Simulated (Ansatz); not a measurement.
The figure comes from a scan of SiO2 (rutile): volume and axial ratio are varied about the relaxed values (subscript 0). The numbers are results of PBE (plane waves to 420 eV, PAW, scalar-relativistic; Ansatz, a first-principles code), not measurements. k mesh 8×8×12 (Γ-centred), Fermi-Dirac smearing 0.05 eV. Compression counts positive. As the atoms are clamped, bonds stretch with the cell, which overstates energies and stresses. SiO2 was relaxed with its symmetry unable to fall. 

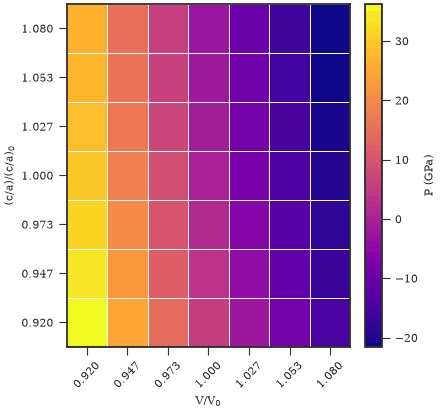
*P (GPa), one tile a computed point.*

Problem. Read the plotted values off the figure, to the accuracy that the plot allows.

Solution. To the nearest 5:

P (GPa), with V/V₀ across and (c/a)/(c/a)₀ down:

```csv
(c/a)/(c/a)₀ \ V/V₀,0.920,0.947,0.973,1.000,1.027,1.053,1.080
0.920,35,25,15,5,0,-10,-15
0.947,35,20,10,5,-5,-10,-15
0.973,30,20,10,0,-5,-15,-20
1.000,30,20,10,0,-5,-15,-20
1.027,30,15,5,0,-10,-15,-20
1.053,25,15,5,0,-10,-15,-20
1.080,25,15,5,-5,-10,-15,-20
```

(Under strain, the slope of the energy per volume gives the stress and its curvature an elastic modulus.)
